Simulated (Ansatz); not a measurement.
```xyz
6

F    -1.8808   -1.0556   -0.0057
Si   -0.9611   -0.2776   -1.0624
O    -0.3481    0.9960    0.1998
P     1.0072   -0.1848    0.1996
H     1.7352    0.4663   -0.8191
H    -0.1585    1.8896   -0.0495
```

Computed with RHF/def2-mTZVP in Ansatz 0.2.0.

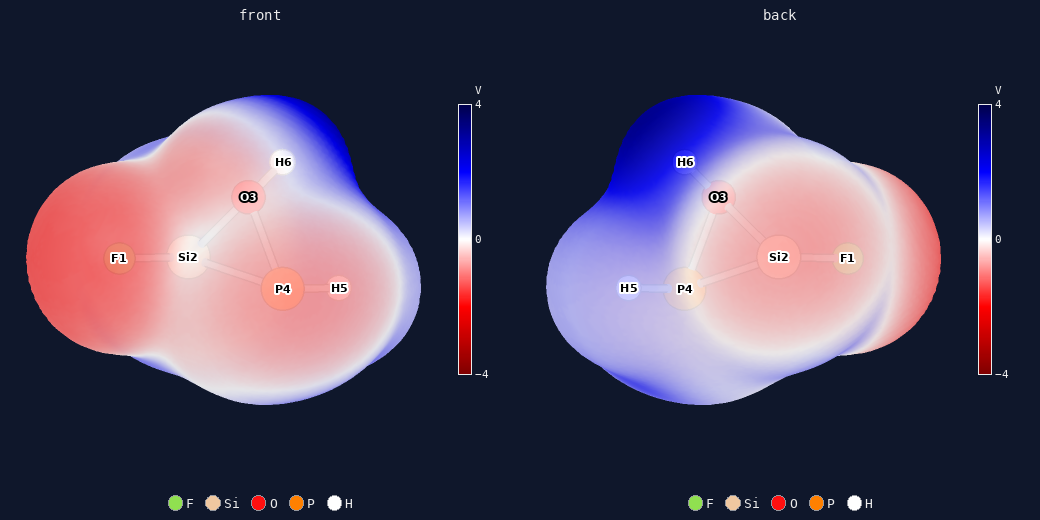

FH₂OPSi. The electrostatic potential painted on the density surface at 0.001 e/bohr³, seen from the front and from behind; the colour scale runs from red (negative) to blue (positive).

Which sites attract a positive test charge, and which a negative one?

A positive charge is drawn to the negative regions and a negative charge to the positive ones. The most negative region (about −1.3 V, or −30 kcal/mol for a unit charge) lies over F1, the most positive (about +3.1 V, or +71 kcal/mol for a unit charge) over H6.
